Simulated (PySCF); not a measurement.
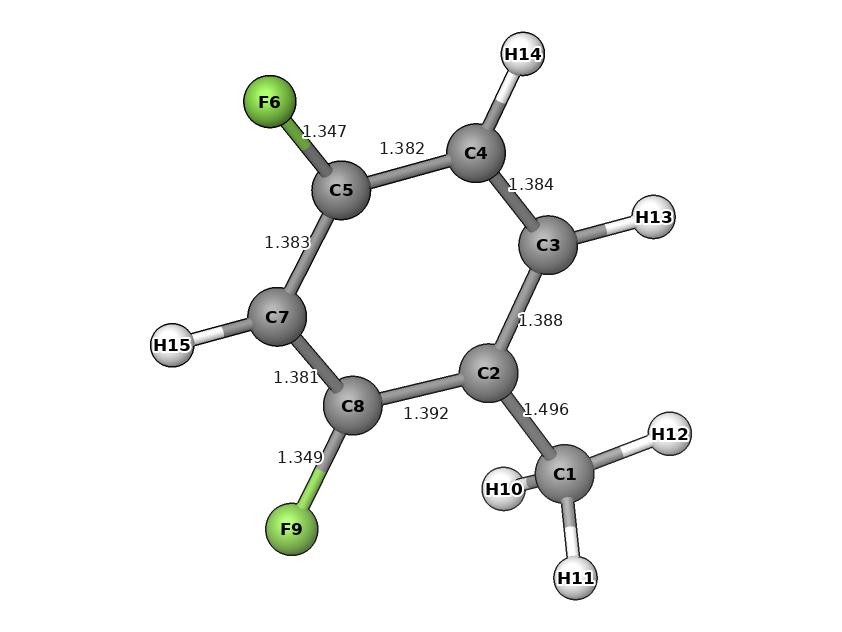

Bond lengths are marked in Å; every bond is drawn as one stick. The computed structure is the end point of a GFN2-xTB optimisation. No frequency run is at hand to confirm it as a minimum.

Which of the marked bonds are single, double, triple or aromatic?

C1–C2 single; C2–C3 aromatic; C2–C8 aromatic; C3–C4 aromatic; C4–C5 aromatic; C5–F6 single; C5–C7 aromatic; C7–C8 aromatic; C8–F9 single.

Write the SMILES.

Cc1ccc(F)cc1F
